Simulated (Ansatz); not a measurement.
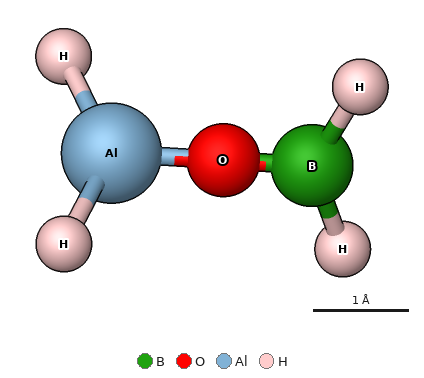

The structure as given in the input (ball-and-stick view, seen at a tilt). Sticks mark near contacts.

## AlBH4O: geometry relaxation

System: AlBH4O.
Method: RKS PBE-D4/def2-SVP (Ansatz 0.2.0).

Figures and captions count atoms from 1; the log counts them from 0 in places.

Output:
```
Functional definition: PBE
  name "PBE"
  cite "Perdew, Burke & Ernzerhof, Phys. Rev. Lett. 77, 3865 (1996) doi:10.1103/PhysRevLett.77.3865"
  parent pbe
  parameter kappa = 0.804
  parameter beta = 0.06672455060314922
  exchange = pbe_x(kappa = kappa, mu = beta*pi^2/3)
  correlation = pbe_c(beta = beta)
722 factors; their error is unknown
mean field evaluation 1: about -9338.9512 eV, gradient 9.0e1 eV
mean field evaluation 2: about -9288.9549 eV, gradient 1.8e2 eV
mean field evaluation 4: about -9353.1916 eV, gradient 4.6e0 eV
mean field evaluation 8: about -9353.2603 eV, gradient 3.4e-2 eV
mean field evaluation 16: about -9353.2270 eV, gradient 9.6e-6 eV
mean field -9353.22699891 eV, -343.7247523650 hartree, gradient 9.6e-6 eV, S^2 0.000000; 0 other end points of the search recorded, 0 dependent functions left out
the calculation of the forces begins
reference -9353.22703646 eV, -343.7247537451 hartree; 15, 15 occupied and 51, 51 virtual orbitals, 722 factors
relax step   1: F+E_penalty+E_count = -9353.32957137 eV  Δ(F+E_penalty+E_count) = +0.000e0 eV  max|allowed force component| = 5.932e1 eV/Å  Δτ_max = 0.0000 Å  (24 SCF iters, accepted)
these checks for a lower state are left out or cut short: starts, cluster_reference, orbital_swaps, neighbouring_geometries, increment
722 factors; their error is unknown
mean field -9368.71098897 eV, -344.2937785044 hartree, gradient 1.7e-5 eV, S^2 0.000000; 0 other end points of the search recorded, 0 dependent functions left out
the calculation of the forces begins
reference -9368.71102656 eV, -344.2937798856 hartree; 15, 15 occupied and 51, 51 virtual orbitals, 722 factors
relax step   2: F+E_penalty+E_count = -9368.81092207 eV  Δ(F+E_penalty+E_count) = -1.548e1 eV  max|allowed force component| = 2.354e1 eV/Å  Δτ_max = 0.1943 Å  (29 SCF iters, accepted)
these checks for a lower state are left out or cut short: starts, cluster_reference, orbital_swaps, neighbouring_geometries, increment
722 factors; their error is unknown
mean field -9373.09667320 eV, -344.4549494269 hartree, gradient 1.7e-5 eV, S^2 0.000000; 0 other end points of the search recorded, 0 dependent functions left out
the calculation of the forces begins
reference -9373.09671169 eV, -344.4549508413 hartree; 15, 15 occupied and 51, 51 virtual orbitals, 722 factors
relax step   3: F+E_penalty+E_count = -9373.19266504 eV  Δ(F+E_penalty+E_count) = -4.382e0 eV  max|allowed force component| = 9.274e0 eV/Å  Δτ_max = 0.1954 Å  (25 SCF iters, accepted)
these checks for a lower state are left out or cut short: starts, cluster_reference, orbital_swaps, neighbouring_geometries, increment
722 factors; their error is unknown
mean field evaluation 32: about -9374.7569 eV, gradient 8.7e0 eV
mean field -9374.83201315 eV, -344.5187219940 hartree, gradient 1.8e-5 eV, S^2 0.000000; 0 other end points of the search recorded, 0 dependent functions left out
the calculation of the forces begins
reference -9374.83205267 eV, -344.5187234462 hartree; 15, 15 occupied and 51, 51 virtual orbitals, 722 factors
relax step   4: F+E_penalty+E_count = -9374.92470154 eV  Δ(F+E_penalty+E_count) = -1.732e0 eV  max|allowed force component| = 3.063e0 eV/Å  Δτ_max = 0.1949 Å  (25 SCF iters, accepted)
these checks for a lower state are left out or cut short: starts, cluster_reference, orbital_swaps, neighbouring_geometries, increment
722 factors; their error is unknown
mean field -9375.36075426 eV, -344.5381528714 hartree, gradient 2.3e-5 eV, S^2 0.000000; 0 other end points of the search recorded, 0 dependent functions left out
the calculation of the forces begins
reference -9375.36079481 eV, -344.5381543613 hartree; 15, 15 occupied and 51, 51 virtual orbitals, 722 factors
relax step   5: F+E_penalty+E_count = -9375.45071616 eV  Δ(F+E_penalty+E_count) = -5.260e-1 eV  max|allowed force component| = 7.243e-1 eV/Å  Δτ_max = 0.1946 Å  (25 SCF iters, accepted)
these checks for a lower state are left out or cut short: starts, cluster_reference, orbital_swaps, neighbouring_geometries, increment
722 factors; their error is unknown
mean field -9375.42324171 eV, -344.5404492428 hartree, gradient 1.3e-5 eV, S^2 0.000000; 0 other end points of the search recorded, 0 dependent functions left out
the calculation of the forces begins
reference -9375.42328227 eV, -344.5404507333 hartree; 15, 15 occupied and 51, 51 virtual orbitals, 722 factors
relax step   6: F+E_penalty+E_count = -9375.51189195 eV  Δ(F+E_penalty+E_count) = -6.118e-2 eV  max|allowed force component| = 7.925e-2 eV/Å  Δτ_max = 0.1158 Å  (27 SCF iters, accepted)
these checks for a lower state are left out or cut short: starts, cluster_reference, orbital_swaps, neighbouring_geometries, increment
722 factors; their error is unknown
mean field -9375.42346447 eV, -344.5404574290 hartree, gradient 2.3e-5 eV, S^2 0.000000; 0 other end points of the search recorded, 0 dependent functions left out
the calculation of the forces begins
reference -9375.42350504 eV, -344.5404589198 hartree; 15, 15 occupied and 51, 51 virtual orbitals, 722 factors
relax step   7: F+E_penalty+E_count = -9375.51213530 eV  Δ(F+E_penalty+E_count) = -2.434e-4 eV  max|allowed force component| = 1.626e-2 eV/Å  Δτ_max = 0.0038 Å  (20 SCF iters, accepted)
722 factors; their error is unknown
mean field evaluation 64: about -9375.3215 eV, gradient 6.3e0 eV
```

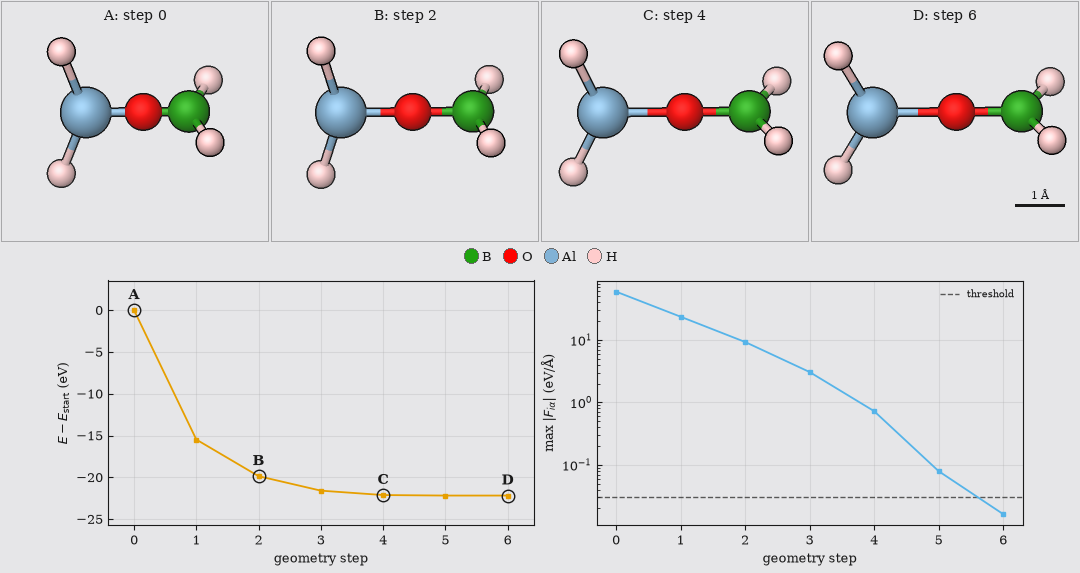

Frames of the relaxation (ball-and-stick view, seen at a tilt) above the curves, on which the letters mark them (the first geometry is step 0 here and step 1 in the log).

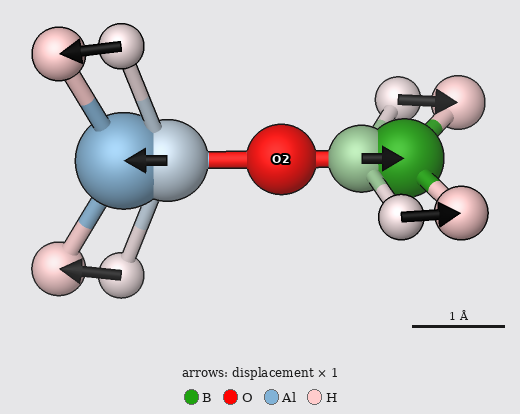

Start (faint) and end (solid) with the displacements as black arrows, at true length (ball-and-stick view, seen at a tilt). The two geometries are laid on each other by the best rigid fit. Over 6 geometry steps the energy falls by 22.183 eV. The largest force component goes from 59 to 0.016 eV/Å. The largest moves after the best rigid fit, 0.69 Å, are those of H6 and H7. By element the largest moves are H 0.69 Å, Al 0.48 Å, B 0.47 Å, O 0.06 Å. Among the contacts that change: B1–Al3 2.118 → 3.066 Å, O2–Al3 1.183 → 1.722 Å, B1–O2 0.935 → 1.344 Å, B1–H4 1.206 → 1.225 Å. Bonds break: B1–Al3 (2.12 → 3.07 Å). Among the angles that change: H4–B1–H5 139.5° → 121.1°, H6–Al3–H7 143.2° → 127.1°, O2–B1–H4 110.3° → 119.5°. (Atoms are counted from 1 in the order of the input.)

```
mean field -9375.42346447 eV, -344.5404574290 hartree, gradient 2.3e-5 eV, S^2 0.000000; 1 other end points of the search recorded, 0 dependent functions left out
the calculation of the forces begins
reference -9375.42350504 eV, -344.5404589198 hartree; 15, 15 occupied and 51, 51 virtual orbitals, 722 factors
Total energy: -9375.51217587 eV, -344.5437175129 hartree
Atom 0 at    -1.251305     0.464190    -0.760361 Å, force    -0.007003     0.003131    -0.004113 eV/Å
Atom 1 at    -0.156988     0.057544    -0.094799 Å, force    -0.016263     0.006336    -0.010246 eV/Å
Atom 2 at     1.246298    -0.462516     0.757438 Å, force     0.012993    -0.005021     0.007878 eV/Å
Atom 3 at    -1.227074     0.518309    -1.983811 Å, force     0.004779    -0.002245     0.005908 eV/Å
Atom 4 at    -2.256887     0.774918    -0.133786 Å, force     0.007292    -0.002860     0.001502 eV/Å
Atom 5 at     2.280228     0.668848     1.175517 Å, force    -0.000575     0.001180    -0.000395 eV/Å
Atom 6 at     1.365728    -2.021292     1.039803 Å, force    -0.001223    -0.000521    -0.000534 eV/Å
Dipole moment:     0.233357    -0.086566     0.141758 e Å
```

Trajectory as extended XYZ (Å, eV, eV/Å), 7 frames, from step=1 to step=7:
```
7
Properties=species:S:1:pos:R:3:forces:R:3 step=1 energy=-9353.32957
B    -0.8686    0.3223   -0.5278  -59.3229  22.0856 -36.1215
O    -0.1072    0.0388   -0.0642    7.3765  -2.8620   4.6034
Al    0.8569   -0.3180    0.5207   54.6147 -20.2131  33.1360
H    -0.6623    0.3107   -1.7160   -1.6207   0.6355  -1.6054
H    -1.7539    0.5862    0.2470   -2.1452   0.7674  -0.6788
H     1.7542    0.9632    0.8436    0.5168  -0.2961   0.3271
H     0.7809   -1.9032    0.6967    0.5808  -0.1173   0.3392
7
Properties=species:S:1:pos:R:3:forces:R:3 step=2 energy=-9368.81092
B    -1.0247    0.3803   -0.6228   -8.6645   3.2225  -5.2767
O    -0.0681    0.0241   -0.0402  -12.7888   4.7113  -7.7398
Al    1.0153   -0.3767    0.6169   23.5438  -8.7089  14.2835
H    -0.6918    0.3222   -1.7458   -1.5737   0.6429  -2.0805
H    -1.7933    0.6002    0.2350   -2.5159   0.8800  -0.4002
H     1.7691    0.9617    0.8521    1.1709   0.1356   0.6315
H     0.7935   -1.9119    0.7049    0.8282  -0.8833   0.5823
7
Properties=species:S:1:pos:R:3:forces:R:3 step=3 energy=-9373.19267
B    -1.1053    0.4098   -0.6717   -3.9234   1.4624  -2.3867
O    -0.0972    0.0346   -0.0577   -3.9623   1.4541  -2.3953
Al    1.1065   -0.4105    0.6723    9.2742  -3.4314   5.6275
H    -0.8354    0.3767   -1.8458   -1.2878   0.4832  -0.8740
H    -1.9479    0.6571    0.1537   -1.3663   0.5022  -0.7396
H     1.9331    0.9199    0.9488    0.6039  -0.3173   0.3789
H     0.9461   -1.9877    0.8003    0.6617  -0.1532   0.3892
7
Properties=species:S:1:pos:R:3:forces:R:3 step=4 energy=-9374.92470
B    -1.1605    0.4309   -0.7052   -1.2889   0.4743  -0.7811
O    -0.1045    0.0374   -0.0621   -1.5577   0.5755  -0.9434
Al    1.1978   -0.4445    0.7279    3.0630  -1.1357   1.8591
H    -1.0039    0.4378   -1.9216   -0.7085   0.2472  -0.0632
H    -2.0946    0.7125    0.0380   -0.4026   0.1695  -0.6145
H     2.0705    0.8496    1.0347    0.4010  -0.3014   0.2641
H     1.0952   -2.0238    0.8882    0.4937  -0.0296   0.2789
7
Properties=species:S:1:pos:R:3:forces:R:3 step=5 energy=-9375.45072
B    -1.2145    0.4493   -0.7377   -0.3773   0.1582  -0.2311
O    -0.1308    0.0464   -0.0779   -0.5035   0.1824  -0.3053
Al    1.2408   -0.4604    0.7540    0.7243  -0.2709   0.4402
H    -1.1606    0.4946   -1.9646   -0.1612   0.0445   0.0865
H    -2.2079    0.7580   -0.0834   -0.0084   0.0055  -0.1882
H     2.2090    0.7488    1.1256    0.1170  -0.1941   0.0916
H     1.2640   -2.0366    0.9841    0.2090   0.0744   0.1062
7
Properties=species:S:1:pos:R:3:forces:R:3 step=6 energy=-9375.51189
B    -1.2528    0.4649   -0.7612    0.0322  -0.0127   0.0199
O    -0.1592    0.0577   -0.0956    0.0793  -0.0286   0.0474
Al    1.2471   -0.4631    0.7579   -0.0716   0.0266  -0.0431
H    -1.2236    0.5172   -1.9827   -0.0176   0.0078  -0.0341
H    -2.2545    0.7745   -0.1315   -0.0371   0.0126   0.0009
H     2.2783    0.6698    1.1743    0.0117   0.0090   0.0052
H     1.3646   -2.0210    1.0389    0.0032  -0.0146   0.0038
7
Properties=species:S:1:pos:R:3:forces:R:3 step=7 energy=-9375.51214
B    -1.2513    0.4642   -0.7604   -0.0070   0.0031  -0.0041
O    -0.1570    0.0575   -0.0948   -0.0163   0.0063  -0.0102
Al    1.2463   -0.4625    0.7574    0.0130  -0.0050   0.0079
H    -1.2271    0.5183   -1.9838    0.0048  -0.0022   0.0059
H    -2.2569    0.7749   -0.1338    0.0073  -0.0029   0.0015
H     2.2802    0.6688    1.1755   -0.0006   0.0012  -0.0004
H     1.3657   -2.0213    1.0398   -0.0012  -0.0005  -0.0005
```

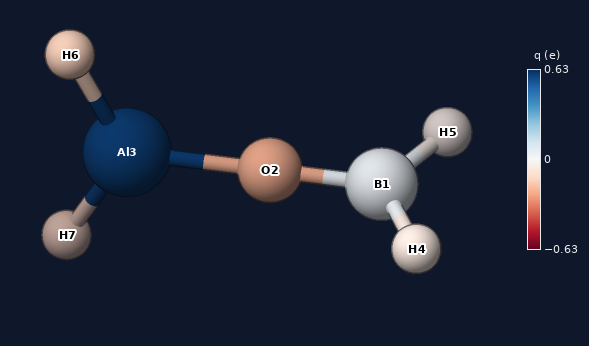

Mulliken charges, as the colour of each atom (ball-and-stick view, seen at a tilt; atoms are numbered from 1 in the order of the input). By element: B +0.03, O −0.23, Al +0.60 and H −0.15 to −0.05 e.

This output came from the following input.

Input:
```yaml
crystal:
  periodic: [false, false, false]
  atoms:
    - {symbol: B, position_ang: [-0.868580, 0.322348, -0.527812]}
    - {symbol: O, position_ang: [-0.107231, 0.038832, -0.064181]}
    - {symbol: Al, position_ang: [0.856912, -0.318050, 0.520705]}
    - {symbol: H, position_ang: [-0.662315, 0.310674, -1.715992]}
    - {symbol: H, position_ang: [-1.753908, 0.586158, 0.247004]}
    - {symbol: H, position_ang: [1.754185, 0.963237, 0.843562]}
    - {symbol: H, position_ang: [0.780937, -1.903199, 0.696715]}
basis:
  gaussian: {orbitals: def2-SVP}
hamiltonian: {xc: pbe, dispersion: d4}
relax: {f_tol: 0.03, max_steps: 250}
```

Run as:
```bash
ansatz run in.yaml --threads 2 --pin off --events-out ev --progress --plain --max-ram 4352MiB
```

Results in brief:

| quantity | value |
| --- | --- |
| outcome | converged |
| total energy | −9375.5122 eV |
| mean-field energy | −9375.4235 eV |
| dispersion energy | −0.0887 eV |
| SCF solution under orbital rotations | stable |
| largest force (length of the vector) at the end | 0.020 eV/Å |
| dipole moment | 1.38 D |
| hardware | 2 threads of Intel Xeon @ 2.50GHz, 11 GiB of memory available, shared host |
| wall time | 15 s (CPU time 24 s) |
| peak memory | 0.15 GiB |
